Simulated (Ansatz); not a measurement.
```sh
ansatz run in.yaml --threads 2 --pin off --events-out ev --progress --plain --max-ram 4352MiB
```

```yaml
crystal:
  periodic: [false, false, false]
  atoms:
    - {symbol: Si, position_ang: [0.100144, 1.414211, -0.226214]}
    - {symbol: C, position_ang: [0.323815, -0.257447, -0.526239]}
    - {symbol: B, position_ang: [-0.266113, -1.193647, 0.494136]}
    - {symbol: Cl, position_ang: [-0.126510, -2.945606, 0.332559]}
    - {symbol: H, position_ang: [0.594624, 2.505519, -1.097535]}
    - {symbol: H, position_ang: [-0.629242, 1.893645, 0.964775]}
    - {symbol: H, position_ang: [0.859034, -0.611172, -1.401897]}
    - {symbol: H, position_ang: [-0.855751, -0.805492, 1.460416]}
basis:
  gaussian: {orbitals: def2-TZVPP}
hamiltonian: {xc: pbe0, dispersion: d4}
output: {orbitals: {seedname: orbitals}}
```

Work out the structure from the coordinates.

Formula CH4BClSi. SMILES: `[SiH2]=CBCl`. It has no ring. Among its groups: Si–H bond, B–H bond. This geometry has Cs symmetry. All atoms lie on one plane. Coordination: 1 Si trigonal planar; 1 C trigonal planar; 1 B trigonal planar.

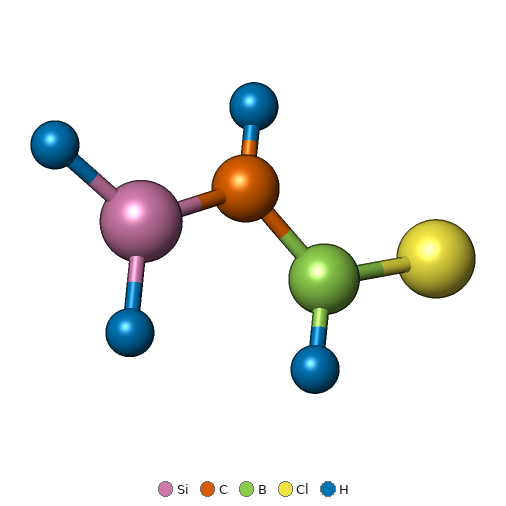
